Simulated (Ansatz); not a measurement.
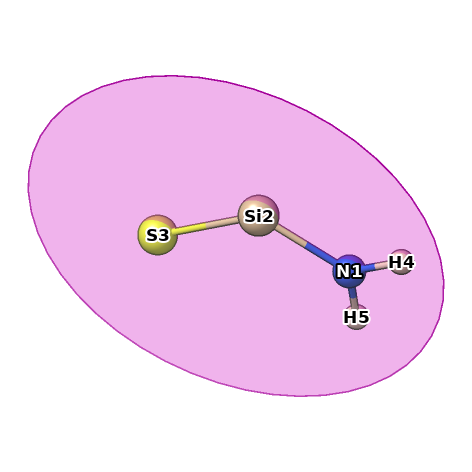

A disc through the centre of mass is drawn in. Depth is shown by fading: the farther an atom, the more it takes the colour of the background. State: neutral, doublet. The computed structure is the end point of a PBE-D4/def2-SVP optimisation. No frequency run is at hand to confirm it as a minimum.

Is the plane of the disc a mirror plane of the structure?

Answer. Yes. The reflection leaves N1, Si2, S3, H4, H5 in place. The point group is Cs.
